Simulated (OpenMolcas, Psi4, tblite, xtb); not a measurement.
C3H9B (trimethylborane): methods side by side

C3H9B: 13 atoms, total charge 0, spin state singlet. SMILES: `CB(C)C`. Geometry: relaxed at PBE0-D4/def2-TZVP.

Quantity: the dipole moment, in D. The values are calculated.

| level | kind | program | value (D) | CPU time |
| --- | --- | --- | --- | --- |
| GFN2-xTB | semi-empirical | tblite | 0.09 | under 2 s |
| GFN0-xTB | semi-empirical | xtb | 0.05 | under 2 s |
| GFN1-xTB | semi-empirical | xtb | 0.10 | under 2 s |
| IPEA1-xTB | semi-empirical | tblite | 0.14 | under 2 s |
| HF/ANO-L-MB | Hartree–Fock | OpenMolcas | 0.07 | 5.6 s |
| HF/ANO-R0 (sfX2C) | Hartree–Fock | OpenMolcas | 0.07 | 4.4 s |
| HF/ANO-RCC-MB (DKH2) | Hartree–Fock | OpenMolcas | 0.07 | 6.4 s |
| CAM-B3LYP/def2-SVP (density fitting) | range-separated hybrid | Psi4 | 0.06 | 13 s |
| wB97X-D/def2-SVP (density fitting) | range-separated hybrid | Psi4 | 0.06 | 8.5 s |

The values span 0.05 to 0.14 D. Magnitudes only. Times are those of the runs behind each value, whatever else they computed, on shared processors of several kinds: orders of magnitude only.

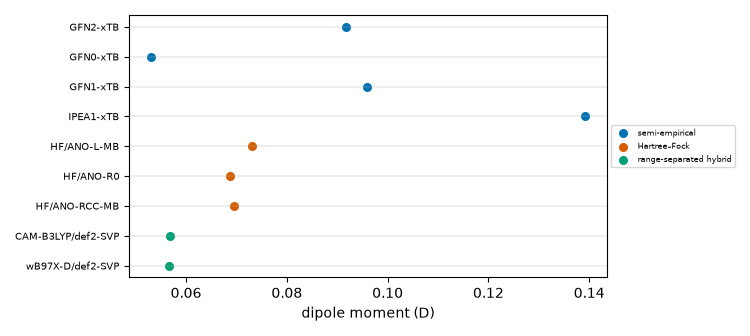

The values of the table, level by level.
